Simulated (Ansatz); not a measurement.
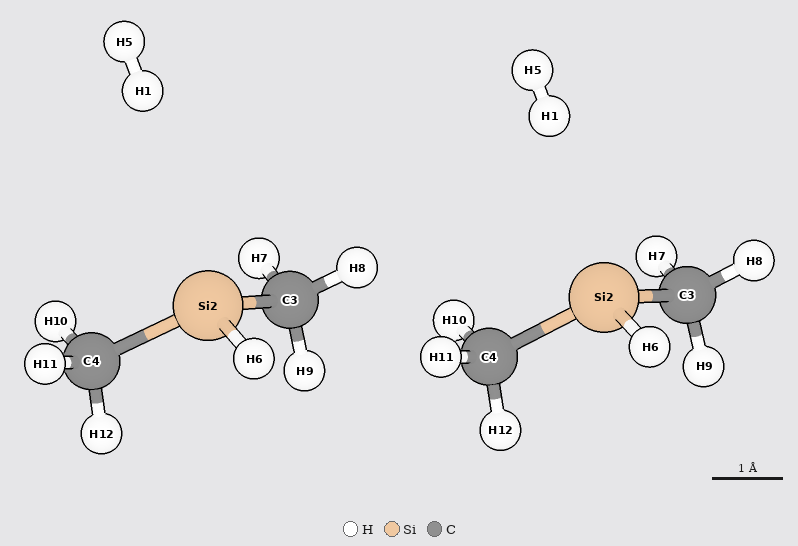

Two geometries of C2H9Si (multiplicity 2), drawn at one scale. One is the start of a relaxation, the other its converged end. A ball-and-stick model, seen at a tilt.

Level of theory: Ansatz, UKS PBE-D4/6-31G*. Set-up: collinear spin; force threshold 0.03 eV/Å; at most 50 steps.

### Which of the two is the end point?

The left one is the relaxed one. The run prepares an end point of a later path (reaction) calculation, from a guessed geometry. H5 moves most after the best rigid fit: 0.43 Å. By element the largest moves are H 0.43 Å, Si 0.12 Å, C 0.07 Å. Among the contacts that change: H1–H5 0.700 → 0.753 Å. Over 4 accepted moves (5 points after the start) the energy falls by 2.09 kcal/mol. The largest force component goes from 1.9 to 0.0078 eV/Å. The line search rejected the trial step at point 3 of the run.

Limits of the set-up: the start holds two separate molecules, 2.7 Å apart at their closest, whose relative position is a soft coordinate.
